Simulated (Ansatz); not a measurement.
Take HgTe in the zinc blende structure (space group F-43m, No. 216; a = 6.573 Å) as the base. Axes: x, y, z lie along the cube axes.

It is then changed as follows: a free-standing slab of 3 layers (6 atoms, 2 a layer) is cut normal to [110], with 15 Å of vacuum and the in-plane cell held at bulk.

The values are results of plane-wave PAW DFT at the r2SCAN level (Ansatz, a program for electronic structure, 500 eV), no spin-orbit coupling, not measurements.

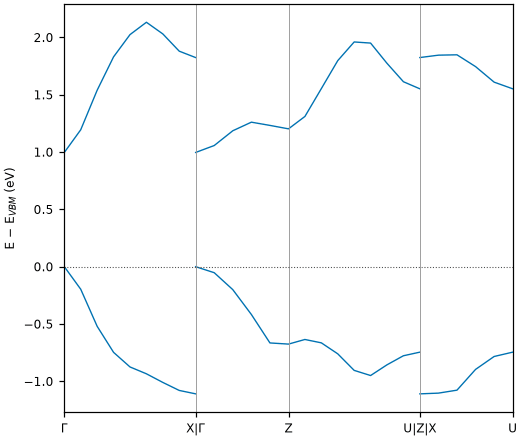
Figure. Highest valence and lowest conduction band along the path of the changed cell's own zone

**Question.** Read the changed gap and its character from the plot.

**Answer.** About 1.00 eV, direct at Γ.

Spin-orbit coupling, missing from the scalar runs, can matter with Hg and Te. Stability against distortions was not tested. All final runs are without spin polarisation. k-point labels follow each cell's own Brillouin zone.
